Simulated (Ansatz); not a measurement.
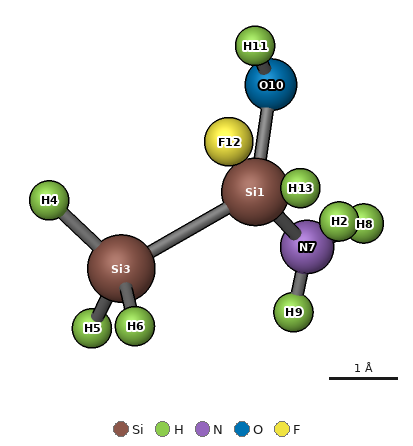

Figure 1. The input geometry (ball-and-stick view, seen at a tilt; atoms are numbered from 1 in the order of the input).

**Run report: Si$_{2}$NH$_{8}$OF, frequency calculation**

Si$_{2}$NH$_{8}$OF, computed with RKS PBE0/def2-SVP (Ansatz 0.2.0).

It belongs to a series of runs on one base structure; here: vibrations at the highest image of the band. Figures and captions count atoms from 1; the log counts them from 0 in places.

Input file
```yaml
crystal:
  periodic: [false, false, false]
  atoms:
    - { symbol: Si, position_ang: [-0.022895, -0.117099, -0.091061] }
    - { symbol: H, position_ang: [-0.092177, 0.267608, 1.625121] }
    - { symbol: Si, position_ang: [2.171255, 0.040739, -0.861521] }
    - { symbol: H, position_ang: [2.583629, -1.293774, -1.385713] }
    - { symbol: H, position_ang: [2.326851, 1.064555, -1.943732] }
    - { symbol: H, position_ang: [3.059827, 0.424212, 0.277232] }
    - { symbol: "N", position_ang: [-0.841185, 1.308951, -0.571702] }
    - { symbol: H, position_ang: [-1.836556, 1.448773, -0.437786] }
    - { symbol: H, position_ang: [-0.3506, 2.16414, -0.80011] }
    - { symbol: O, position_ang: [-1.161186, -1.278126, -0.396918] }
    - { symbol: H, position_ang: [-0.892001, -2.119707, -0.008312] }
    - { symbol: F, position_ang: [0.869553, -1.564793, 1.085215] }
    - { symbol: H, position_ang: [0.351489, -0.543079, 1.646388] }
basis:
  gaussian: { orbitals: def2-SVP }
hamiltonian:
  xc: pbe0
phonons: {}
```

Run on 4 threads of Arm Neoverse V1, 24 GiB of memory available, shared host.

Run as:
```bash
ansatz run input.yaml --threads 4 --pin off --max-ram 5120MiB --backend cpu --events-out ev --progress --plain --runs-dir out
```

Output
```
Engine: ansatz 0.2.0, aarch64-unknown-linux-gnu
Functional definition: PBE0
  parameter a = 0.25
  parameter kappa = 0.804
  parameter beta = 0.06672455060314922
  exchange = (1 - a)*pbe_x(kappa = kappa, mu = beta*pi^2/3) + a*exact_x
  correlation = pbe_c(beta = beta)
1227 factors; integrals over basis functions are off by at most 4.6e-4 eV
mean field evaluation 1: about -22108.3647 eV, gradient 6.9e1 eV
mean field evaluation 2: about -22095.4932 eV, gradient 1.0e2 eV
mean field evaluation 4: about -22116.9562 eV, gradient 2.2e0 eV
mean field evaluation 8: about -22116.9797 eV, gradient 5.1e-2 eV
mean field -22116.97970189 eV, -812.7840126170 hartree, gradient 3.5e-5 eV, S^2 0.000000; 0 other end points of the search recorded, 0 dependent functions left out
the calculation of the forces begins
reference -22116.97973061 eV, -812.7840136727 hartree; 30, 30 occupied and 88, 88 virtual orbitals, 1227 factors
these checks for a lower state are left out or cut short: stability, starts, cluster_reference, orbital_swaps, neighbouring_geometries, increment
1227 factors; integrals over basis functions are off by at most 4.6e-4 eV
mean field evaluation 16: about -22116.9677 eV, gradient 2.0e-1 eV
mean field -22116.97958013 eV, -812.7840081426 hartree, gradient 2.5e-6 eV, S^2 0.000000; 0 other end points of the search recorded, 0 dependent functions left out
[... from here on the field's lines of each further geometry are left out, up to the last ...]
the calculation of the forces begins
reference -22116.97970513 eV, -812.7840127361 hartree; 30, 30 occupied and 88, 88 virtual orbitals, 1227 factors
these checks for a lower state are left out or cut short: stability, starts, cluster_reference, orbital_swaps, neighbouring_geometries, increment
1227 factors; integrals over basis functions are off by at most 4.6e-4 eV
mean field -22116.97967542 eV, -812.7840116443 hartree, gradient 1.4e-6 eV, S^2 0.000000; 0 other end points of the search recorded, 0 dependent functions left out
the calculation of the forces begins
reference -22116.97970414 eV, -812.7840126999 hartree; 30, 30 occupied and 88, 88 virtual orbitals, 1227 factors
WARN: phonons: modes at or below zero, which the zero-point energy, F, S and C_V leave out: 1, the lowest at -848.28 cm⁻¹. A minimum has none, and a first-order saddle one
Total energy: -22116.97973061 eV, -812.7840136727 hartree
Atom 0 at    -0.022895    -0.117099    -0.091061 Å, force    -0.000694    -0.000046     0.000007 eV/Å
Atom 1 at    -0.092177     0.267608     1.625121 Å, force     0.000126    -0.000108    -0.000288 eV/Å
Atom 2 at     2.171255     0.040739    -0.861521 Å, force    -0.000090    -0.000082     0.000123 eV/Å
Atom 3 at     2.583629    -1.293774    -1.385713 Å, force     0.000102     0.000088    -0.000055 eV/Å
Atom 4 at     2.326851     1.064555    -1.943732 Å, force    -0.000007     0.000041    -0.000047 eV/Å
Atom 5 at     3.059827     0.424212     0.277232 Å, force     0.000115    -0.000119    -0.000113 eV/Å
Atom 6 at    -0.841185     1.308951    -0.571702 Å, force     0.000622     0.000273    -0.000257 eV/Å
Atom 7 at    -1.836556     1.448773    -0.437786 Å, force    -0.000176    -0.000090     0.000237 eV/Å
Atom 8 at    -0.350600     2.164140    -0.800110 Å, force    -0.000145     0.000150     0.000036 eV/Å
Atom 9 at    -1.161186    -1.278126    -0.396918 Å, force     0.000290    -0.000162     0.000102 eV/Å
Atom 10 at    -0.892001    -2.119707    -0.008312 Å, force    -0.000179    -0.000048    -0.000192 eV/Å
Atom 11 at     0.869553    -1.564793     1.085215 Å, force     0.000396    -0.000181     0.000255 eV/Å
Atom 12 at     0.351489    -0.543079     1.646388 Å, force    -0.000361     0.000284     0.000192 eV/Å
Dipole moment:    -0.176411     0.408253     0.066009 e Å
Vibrations: -848.28 122.73 132.33 146.13 197.12 271.39 299.96 318.13 386.34 416.49 459.62 519.92 543.70 549.51 590.53 788.47 844.74 871.76 923.53 941.68 947.27 1001.19 1026.31 1188.82 1528.11 1709.71 2215.05 2234.07 2250.94 2410.49 3616.75 3729.41 3884.59 cm⁻¹, zero-point energy 2.297850 eV
```

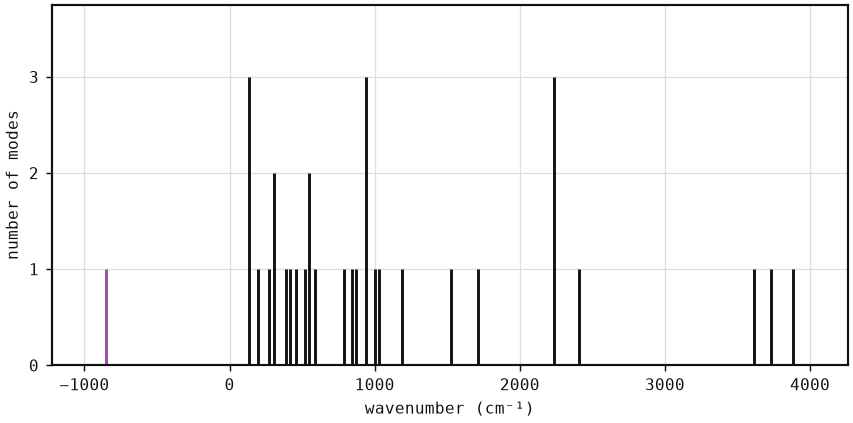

Figure 2. Harmonic vibrational wavenumbers from the force constants; neighbouring modes closer than 22 cm⁻¹ are counted in one stick, and imaginary ones are drawn at negative wavenumbers. 33 modes from 848i to 3885 cm⁻¹, 1 imaginary beyond 8i (848i cm⁻¹): a first-order saddle point, if the geometry is stationary.

Results in brief

| quantity | value |
| --- | --- |
| outcome | converged |
| total energy | −22116.9797 eV |
| mean-field energy | −22116.9797 eV |
| largest force (length of the vector) | 0.001 eV/Å |
| wall time | 91 s (CPU time 5.7 min) |
| peak memory | 0.28 GiB |
